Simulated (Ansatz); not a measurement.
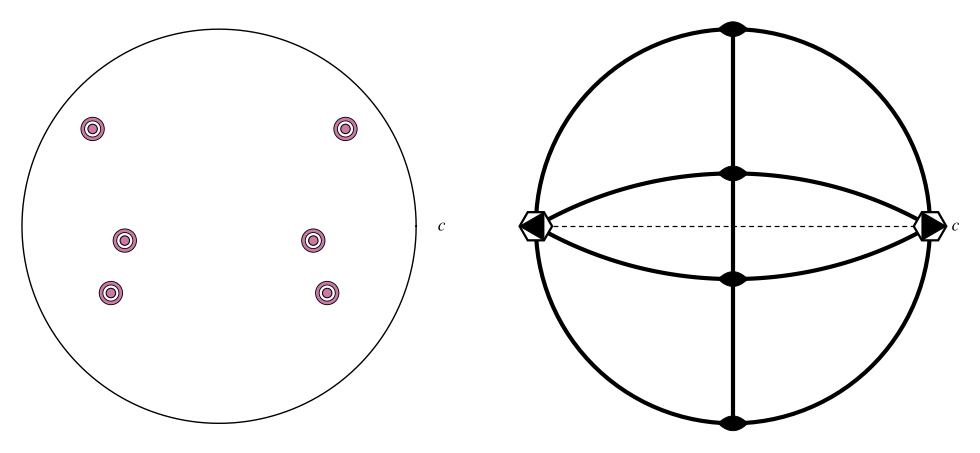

Stereographic projection: filled dots lie in the upper hemisphere, open rings in the lower; heavy lines are mirror planes (a heavy rim: a mirror in the plane of the page); lens, triangle, square and hexagon are 2-, 3-, 4- and 6-fold axes, a lens in an open square is −4, a triangle in an open hexagon −6; thin dashed diameters join the ends of axes that lie in the page; a small open circle marks inversion. The a axis points at the viewer. Left: one general form; right: the symmetry elements. Computed from the symmetry operations of a computed or model structure of composition SiO, which need not be its known form.

Name the crystal class.

Answer. -6m2 (D3h), order 12, hexagonal system: one −6 axis, three twofold axes, four mirror planes.

Which physical properties does it allow?

Answer. It is not centrosymmetric; not polar, but piezoelectricity is allowed; it is not chiral.
